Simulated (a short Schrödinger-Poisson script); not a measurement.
Stack: gated Al0.33Ga0.67N/GaN polarisation-induced gas, at 300 K.

```csv
layer,material,thickness (nm),Na (cm⁻³)
1,Al0.33Ga0.67N,25,-
2,GaN,6000,1e15
```

The device is made up for the run: typed textbook-type constants, with dimensions and the other settings drawn at random. Al0.33Ga0.67N: permittivity 9.3, conduction-band edge (eV) 0.462, gap (eV) 4.09, electron mass (mₑ) 0.24, Nv at 300 K (cm⁻³) 4.6e19. GaN: permittivity 9.5, conduction-band edge (eV) 0, gap (eV) 3.43, Nv at 300 K (cm⁻³) 4.6e19.

Channel valleys (confinement mass, in-plane density-of-states mass, number): Γ 0.2, 0.2, 1. At the gate the conduction-band edge of layer 1 lies 1.27 eV − eVg above the Fermi level of the channel; the field vanishes at the back. Sheet of polarisation charge: +1.6e13 e/cm² at 25 nm from the gate. The barrier under the gate holds no holes. Gaps are held at their typed values at every temperature. Mesh 0.08 nm at interfaces.

Solved with a short Schrödinger-Poisson script written for these runs: 1D Poisson equation in equilibrium, electrons quantum, Hartree plus LDA exchange-correlation (BenDaniel-Duke, 40 states a valley, the channel's in-plane mass for all, wave functions free to enter the barrier), parabolic valleys, classical holes, full ionisation, no traps, pinning or gate leakage.

Only gate voltages with over 1e8 electrons/cm² are shown.

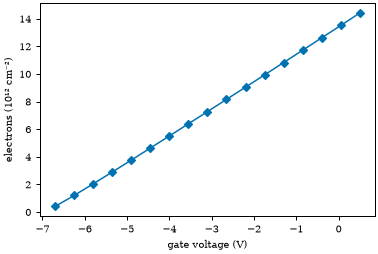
Figure. Sheet density against gate voltage

```tsv
Vg (V)	electrons (cm⁻²)	in the channel layer	C (μF/cm²)	Γ E0 (meV)	Γ E1 (meV)
0.5	1.44e13	1.30e13	0.321	-152.4	4.4
0.05	1.35e13	1.23e13	0.320	-143.4	7.8
-0.4	1.26e13	1.16e13	0.319	-134.2	11.2
-0.85	1.17e13	1.09e13	0.319	-124.9	14.5
-1.3	1.08e13	1.01e13	0.318	-115.5	17.8
-1.75	9.94e12	9.34e12	0.317	-105.9	21.1
-2.2	9.05e12	8.56e12	0.316	-96.2	24.5
-2.65	8.16e12	7.77e12	0.316	-86.4	27.9
-3.1	7.27e12	6.97e12	0.315	-76.4	31.3
-3.55	6.39e12	6.16e12	0.314	-66.2	34.8
-4	5.51e12	5.34e12	0.313	-55.6	38.4
-4.45	4.64e12	4.52e12	0.311	-44.5	42.2
-4.9	3.77e12	3.69e12	0.309	-32.7	46.3
-5.35	2.90e12	2.85e12	0.307	-19.7	51.1
-5.8	2.04e12	2.02e12	0.302	-4.4	57.0
-6.25	1.21e12	1.20e12	0.294	15.7	66.1
-6.7	4.09e11	4.07e11	0.266	51.3	87.3
```

Subbands count from the Fermi level.
